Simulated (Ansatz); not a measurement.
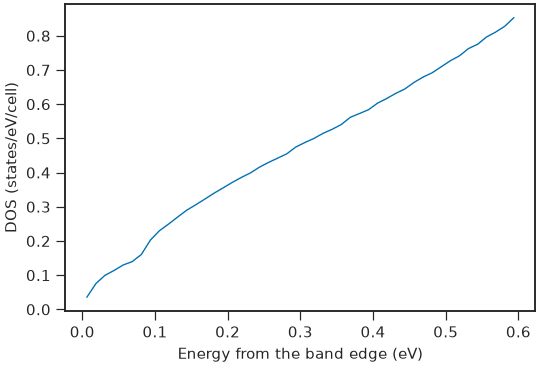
Density of states of PtS (P4_2/mmc) above the conduction band minimum, PBEsol, rigid bands in Ansatz (a program for electronic structure); cell volume 73.3 Å³.

**Question.** What effective density of states at 300 K does this give (∫ g(E) exp(−E/k_BT) dE, both spins, divided by the cell's size)?

**Answer.** 2.8e19 cm⁻³, a density-of-states mass of 1.06 mₑ, valleys and band degeneracy included.

Spin-orbit coupling is left out; with 5d elements it also splits d-like band edges. Geometry: cell and atoms relaxed with PBEsol.

Formula and space group known from diffraction (Crystallography Open Database), not checked to be the room-temperature form: PtS (P4_2/mmc).
